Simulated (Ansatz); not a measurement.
Take Si in the diamond structure (space group Fd-3m, No. 227; a = 5.4338 Å) as the base.

One thing is altered: an isotropic linear strain of −2.50 %, atoms relaxed at fixed cell.

Computed with PBEsol (Ansatz, a quantum-chemistry and plane-wave program, PAW, without spin-orbit coupling).

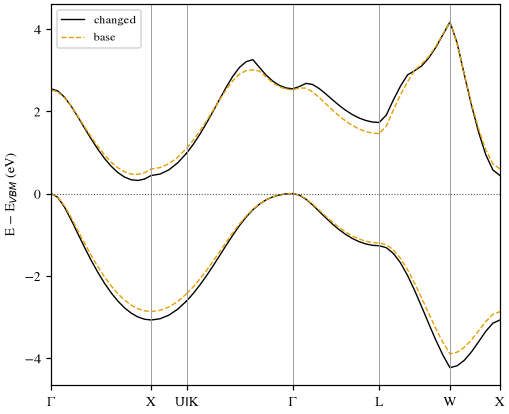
Figure. Highest valence and lowest conduction band along the path, each from its own valence-band maximum

**Question.** From the figure, how large is the changed gap, and is it direct?

**Answer.** About 0.3 eV, indirect, Γ → Γ–X (87 % along).

No phonon test of stability was made.
